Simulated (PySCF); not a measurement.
C$_{3}$H$_{12}$NSi$_{2}$: EPR calculation

System: C$_{3}$H$_{12}$NSi$_{2}$, multiplicity 2.
Method: UKS B3LYP, pcH-1 on C H N Si, non-relativistic, mean-field spin-orbit, GIAO (PySCF 2.14.0).

It belongs to a series of runs on one base structure; here: H removed from Si.

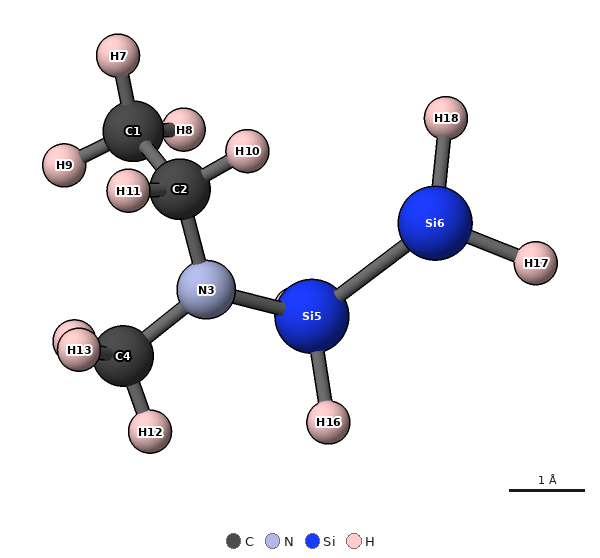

Figure 1. The structure as given in the input (ball-and-stick view, seen on its broad side; atoms are numbered from 1 in the order of the input).

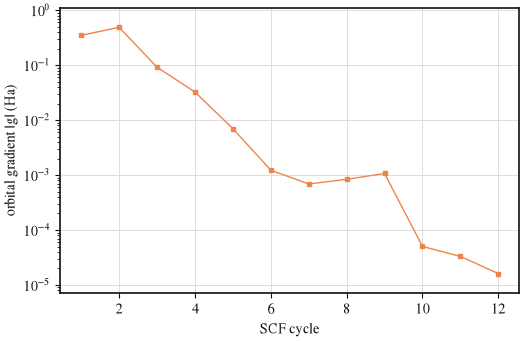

Figure 2. Convergence of the self-consistent field: orbital gradient |g| against the SCF cycle. All cycles printed in the log are drawn one after another.

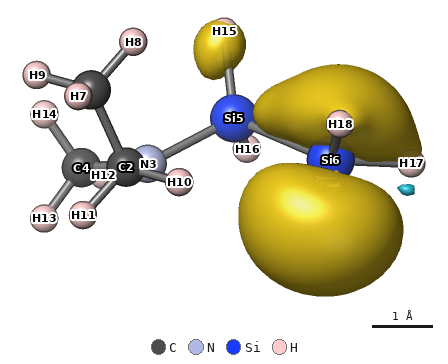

Figure 3. Isosurfaces of the spin density at +0.015 (yellow) and −0.015 e/Å³ (cyan), seen from the side. The unpaired spin (1 electron) lies mostly on Si6 (about 0.8) and Si5 (about 0.1), in electrons by Hirshfeld's partition.

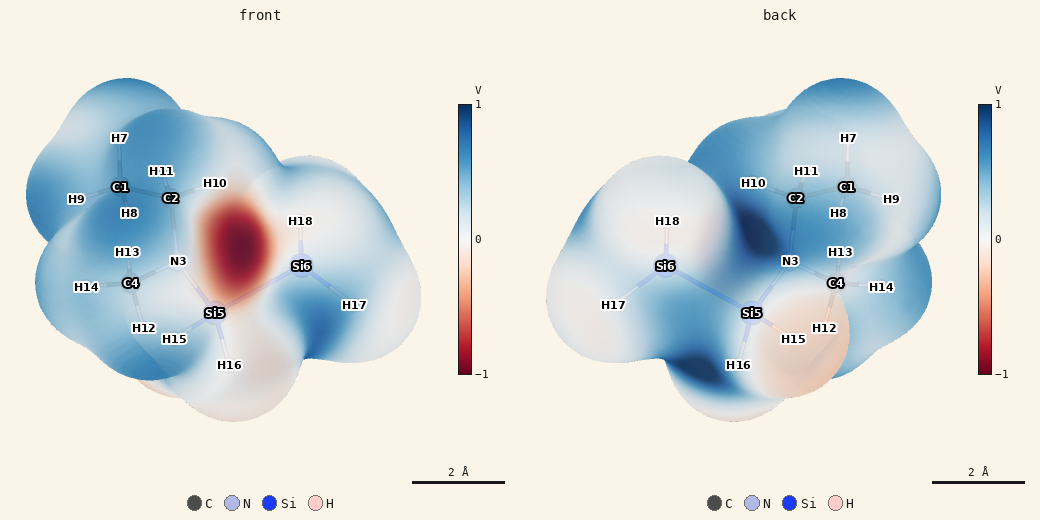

Figure 4. The electrostatic potential painted on the density surface at 0.002 e/bohr³, seen at a tilt and from behind; the colour scale runs from red (negative) to blue (positive). A positive charge is drawn to the negative regions and a negative charge to the positive ones.

These pictures come from the run below.

Input file:
```
{"job": {"kind": "epr", "basis": "pcH-1"}, "charge": 0, "multiplicity": 2}
C     -0.773949     1.736562    -0.956612
C     -0.499090     0.943044     0.321902
N     -0.421184    -0.481920     0.127926
C     -1.699133    -1.116845    -0.053699
Si     0.995063    -1.223225    -0.525478
Si     2.766905    -0.279146     0.538190
H     -0.783596     2.802296    -0.742413
H      0.000289     1.533378    -1.693248
H     -1.737462     1.461679    -1.379753
H      0.452612     1.276909     0.750462
H     -1.288951     1.153025     1.054395
H     -1.569460    -2.196149    -0.021477
H     -2.377882    -0.821987     0.752132
H     -2.172635    -0.860779    -1.009260
H      1.003039    -1.205071    -2.012506
H      0.852454    -2.644586    -0.174528
H      3.967405    -1.107671     0.682643
H      3.276816     1.036802     0.129725
```

The first line tells a small driver script what to run in PySCF; the rest is the geometry in Å.

Launched with:
```bash
OMP_NUM_THREADS=1 python <driver script> task.json out
```

Output:
```
UKS, coarse grid
  cycle   1  E = -755.21908380  |g| = 3.49e-01
  cycle   2  E = -755.15918142  |g| = 4.90e-01
  cycle   3  E = -755.27160562  |g| = 9.19e-02
  cycle   4  E = -755.27468100  |g| = 3.25e-02
  cycle   5  E = -755.27514895  |g| = 7.01e-03
  cycle   6  E = -755.27517368  |g| = 1.23e-03
  cycle   7  E = -755.27517458  |g| = 6.89e-04
UKS, final grid
  cycle   1  E = -755.27503343  |g| = 8.36e-04
  cycle   2  E = -755.27503326  |g| = 1.07e-03
  cycle   3  E = -755.27503376  |g| = 5.03e-05
  cycle   4  E = -755.27503377  |g| = 3.31e-05
  cycle   5  E = -755.27503377  |g| = 1.61e-05
E = -755.27503377 Eh   <S^2> = 0.7523 (exact 0.7500)
g shifts (ppm)      1          2          3
  rmc          -120       -120       -120
  gc              5         31         34
  oz_so          46       2318       3524
  total         -68       2229       3438
hyperfine (MHz)  atom isotope    a_iso     a_fc   dipolar eigenvalues
    0   13C      -0.23      -0.23     -0.25     -0.18      0.43
    1   13C       3.04       3.05     -1.10     -0.64      1.73
    2   14N       1.24       1.25     -0.31     -0.08      0.39
    3   13C      -0.75      -0.75     -0.19     -0.09      0.28
    4  29Si      -4.69      -4.73     -8.57      3.09      5.48
    5  29Si    -355.17    -356.12   -176.48     87.44     89.04
    6    1H       0.56       0.56     -0.64     -0.60      1.25
    7    1H       0.07       0.07     -1.05     -0.83      1.88
    8    1H       1.69       1.69     -0.55     -0.49      1.04
    9    1H      -0.30      -0.31     -4.20     -3.33      7.53
   10    1H      -0.46      -0.46     -1.21     -0.90      2.12
   11    1H       0.01       0.01     -0.81     -0.51      1.32
   12    1H      -0.15      -0.15     -0.60     -0.55      1.14
   13    1H       1.08       1.08     -0.59     -0.45      1.04
   14    1H      56.17      56.17     -2.52     -0.09      2.60
   15    1H      -3.48      -3.48     -2.33     -1.30      3.63
   16    1H      -5.13      -5.16    -10.50      2.07      8.43
   17    1H       1.93       1.90    -10.43      2.16      8.27
```

Key numbers:

| quantity | value |
| --- | --- |
| outcome | converged |
| total energy | −755.275034 hartree |
| ⟨S²⟩ | 0.752 |
| isotropic g | 2.0042 |
| hardware | 1 CPU thread, shared host |
| wall time | 1.7 min |
| peak memory | 0.97 GiB |
